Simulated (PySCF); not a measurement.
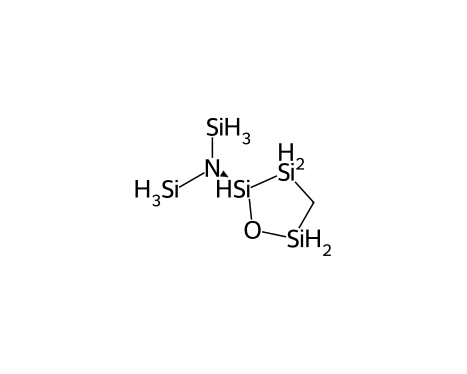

Computed geometry: GFN2-xTB optimisation. No frequency run is at hand to confirm it as a minimum. Method: PBE0/pcSseg-1, gas phase (PySCF 2.14.0).

What does the calculation give?

The species is CH13NOSi5 (`[SiH3]N([SiH3])[Si@@H]1O[SiH2]C[SiH2]1`).
- dipole moment: 1.21 D
- HOMO energy (Kohn–Sham orbital): −7.21 eV
- LUMO energy (Kohn–Sham orbital): −0.41 eV
- HOMO–LUMO gap: 6.80 eV

The geometry is semi-empirical. Around Si such bond lengths and angles can be off by a tenth of an ångström or more and by several degrees, and values that hang on the shape move with them.
